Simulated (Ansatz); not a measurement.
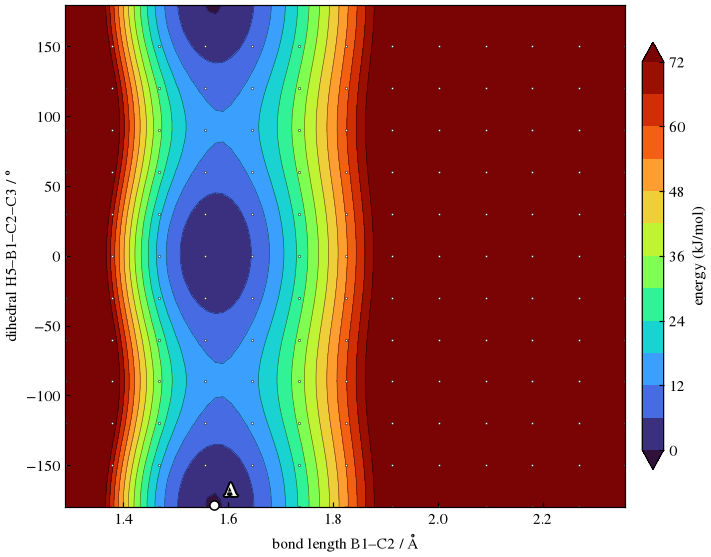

C₂H₇BS, SMILES BCCS. 
- Coordinates scanned: (1) bond length B1–C2; (2) dihedral H5–B1–C2–C3.
- Nothing is relaxed (all other coordinates rigid).
- The scan uses a 13 × 12 grid.
- Energies: kJ/mol, counted from the lowest grid point.
- The reference is spin-restricted, which grows unreliable where a bond is stretched far.
- Theory: Ansatz 0.2.0, RHF/def2-TZVP.

Drawn: filled contours, dots at the grid points, one colour for all values above the top of the scale, the well A. Between grid points the surface is interpolated.

### Estimate the position of the minimum and the force constants in these coordinates. Take the well at A.

The interpolated minimum is at bond length B1–C2 ≈ 1.572 Å, dihedral H5–B1–C2–C3 ≈ −179°. The curvatures there are about 25 eV/Å² and 0.29 eV/rad², with a cross term of about 0 eV/(Å·rad). Round the minimum the two coordinates are nearly uncoupled. (1 eV is 96.5 kJ/mol.)
